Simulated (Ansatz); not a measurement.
**BClO (boron chloride oxide): CCSDT/STO-3G**

Aim: the vertical ionisation energy of BClO (boron chloride oxide) at CCSDT/STO-3G, from 2 runs. 

The results are computed with Ansatz 0.2.0.

61 further runs of the same task are left out: 15 that didn't finish, 46 set aside as unsound or not needed.

### Step 1. The structure to begin with

BClO: 3 atoms, total charge 0, spin state singlet. SMILES: `O=BCl`. The shape is that of a GFN2-xTB optimisation.

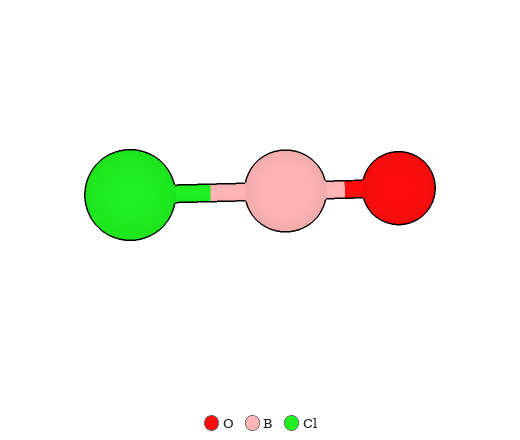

Viewed from a chosen angle; oxygen red, boron pink, chlorine green.

### Step 2. A single-point energy at CCSDT/STO-3G

File in.yaml:

```yaml
crystal:
  periodic: [false, false, false]
  atoms:
    - {symbol: O, position_ang: [1.019560, 0.606200, 0.626990]}
    - {symbol: B, position_ang: [0.113080, 0.066620, 0.069470]}
    - {symbol: Cl, position_ang: [-1.132640, -0.672810, -0.696460]}
basis:
  gaussian: {orbitals: STO-3G}
correlation: {method: ccsdt, frozen_orbitals: {B: 1, Cl: 5, O: 1}}
accuracy: high
scf: {omitted_lower_state_checks: [cluster_reference, increment]}
```

Command:

```
$ ansatz run in.yaml --threads 1 --pin off --max-ram 2610MiB --events-out events.jsonl --progress --plain --runs-dir runs
```

What it wrote, cut to the lines that bear on the results:

```text
Warning: RAYON_NUM_THREADS=1 ignored (pool sized by the plan → 1); use --threads N
Functional definition: HF
  name "HF"
[...]
323 factors; integrals over basis functions are off by at most 2.9e-8 eV
[...]
mean field -15044.16120379 eV, -552.8627269404 hartree, gradient 1.8e-8 eV, S^2 0.000000; 0 other end points of the search recorded, 0 dependent functions left out
7 core orbitals not correlated: weight in the atoms' cores, before any rotation towards them, 1.000 or more for the frozen orbitals, at most 0.000 for the correlated occupied ones
reference -15044.16120379 eV, -552.8627269404 hartree; 8, 8 occupied and 4, 4 virtual orbitals, 323 factors
second order -3.47995745 eV of doubles, -0.00000000 eV of singles
cycle   1  -3.31304111 eV  change    1.7e-1 eV  update   1.2e-1
[...]
cycle  20  -3.84426313 eV  change    2.0e-9 eV  update   1.9e-9
Total energy: -15048.00546692 eV, -553.0040010048 hartree
Checks for a lower state left out: cluster_reference, increment
```

Wall time 0.34 s (1 thread of Arm Neoverse V1, shared host).

### Step 3. The doublet cation

File input.yaml:

```yaml
crystal:
  periodic: [false, false, false]
  atoms:
    - {symbol: O, position_ang: [1.019560, 0.606200, 0.626990]}
    - {symbol: B, position_ang: [0.113080, 0.066620, 0.069470]}
    - {symbol: Cl, position_ang: [-1.132640, -0.672810, -0.696460]}
basis:
  gaussian: {orbitals: STO-3G}
total_charge: 1
magnetization: {spin_polarized: true, initial_magnetization: 1}
correlation: {method: ccsdt, frozen_orbitals: {B: 1, Cl: 5, O: 1}}
accuracy: high
scf: {omitted_lower_state_checks: [cluster_reference, increment]}
```

Command:

```
$ ansatz run input.yaml --threads 1 --pin off --max-ram 2610MiB --events-out events.jsonl --progress --plain --runs-dir runs
```

What it wrote:

```text
Warning: RAYON_NUM_THREADS=1 ignored (pool sized by the plan → 1); use --threads N
[... 17 lines left out ...]
7 core orbitals not correlated: weight in the atoms' cores, before any rotation towards them, 1.000 or more for the frozen orbitals, at most 0.000 for the correlated occupied ones
[... 37 lines left out ...]
Total energy: -15037.58625360 eV, -552.6211019779 hartree
Checks for a lower state left out: cluster_reference, increment
```

It took 2.4 s on 1 thread of Arm Neoverse V1, shared host; peak memory 0.099 GiB.

### Step 4. What came out

Level: CCSDT/STO-3G, 7 core orbitals frozen.

```
                                                   quantity          value
                                 singlet BClO: total energy  -553.00400 Eh
  singlet BClO: correlation energy (7 core orbitals frozen)     -141.3 mEh
                                singlet BClO: T1 diagnostic          0.014
                               doublet cation: total energy  -552.62110 Eh
doublet cation: correlation energy (7 core orbitals frozen)     -118.6 mEh
          doublet cation: ⟨S²⟩ of the reference determinant          0.773
                              doublet cation: T1 diagnostic          0.065
         vertical ionisation energy (to the doublet cation)      10.419 eV
```

In words: The vertical ionisation energy comes to 10.42 eV (1005 kJ/mol). In a minimal basis such a difference can be off by several eV, whatever the method. The T1 diagnostic (doublet cation) of 0.065 is above the customary mark for such species, so a single reference may not serve.
